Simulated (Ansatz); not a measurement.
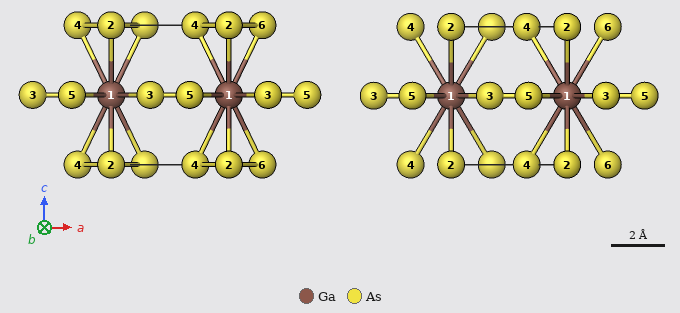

Two geometries of crystalline GaAs5 (a generated structure, set up in P-62m) (coarse preliminary run), drawn at one scale. One is the start of a relaxation, the other its converged end. Style: ball-and-stick. Shown: the cell of the calculation, along the b axis.

Level of theory: DFT PBE, scalar-relativistic, plane waves, PAW in Ansatz 0.2.0. Settings: plane-wave cutoff 420 eV; k-point mesh 6 × 6 × 4; occupations gaussian; smearing width 0.1 eV; no spin polarisation; cell and atoms relaxed; force threshold 0.04 eV/Å; at most 70 steps.

Q: Which of the two is the end point?

A: The left one is the relaxed one. The largest moves relative to the cell, 0.33 Å, are those of As2, As4 and As6. As4 goes along +a. Ga stays in place. Cell: a = b 5.085 → 5.157 Å (+1.4 %), c 5.224 → 5.283 Å (+1.1 %). Volume +4.0 %. Near-neighbour distances that change, for instance: As2–As4 3.077 → 2.545 Å, As2–As4 (another image) 2.868 → 3.215 Å, Ga1–As2 3.159 → 3.023 Å, Ga1–As3 2.936 → 2.977 Å. The space group stays P-62m (No. 189). Over 6 accepted moves (9 points after the start) the energy falls by 0.126 eV per cell of the calculation. Largest force component: 0.21 eV/Å at the start, 0.0011 eV/Å at the end. The pressure goes from 0.26 to 0.11 GPa. The line search rejected the trial steps at points 4, 7 of the run. At 1 point the geometry stayed and the basis and grid were re-selected for the new cell (energy shift of 0.9 meV per cell of the calculation at most each time). Cost: 2.2 min on 1 thread of Intel(R) Xeon(R) Platinum 8259CL CPU @ 2.50GHz (Skylake/Cascade Lake), on a shared host, peak memory 0.47 GiB.
